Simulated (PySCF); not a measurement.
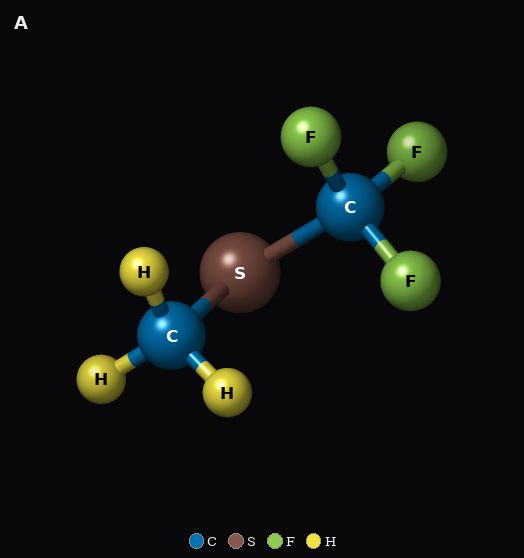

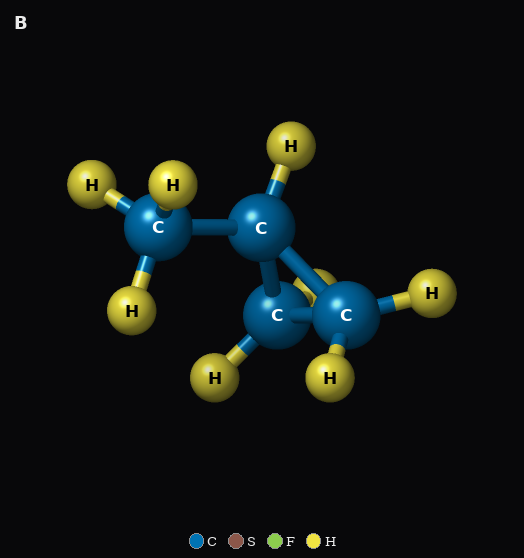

Two related species, optimised with GFN2-xTB; properties computed with PySCF 2.14.0. Both: charge 0, singlet.

Identify both.

A is C2H3F3S (CSC(F)(F)F), B is C4H8 (CC1CC1).

Compare them. With CAM-B3LYP/def2-SVPD: dipole moment (D), HOMO–LUMO gap (eV), HOMO energy (Kohn–Sham orbital) (eV), lowest vertical singlet excitation (eV), mean static polarisability (bohr³).

| quantity | A | B |
| --- | --- | --- |
| dipole moment (D) | 2.35 | 0.13 |
| HOMO–LUMO gap (eV) | 9.64 | 10.95 |
| HOMO energy (Kohn–Sham orbital) (eV) | −8.97 | −9.34 |
| lowest vertical singlet excitation (eV) | 5.55 | 7.86 |
| mean static polarisability (bohr³) | 48.8 | 47.0 |

Each is one conformer, and no frequency run is at hand to confirm it as a minimum.
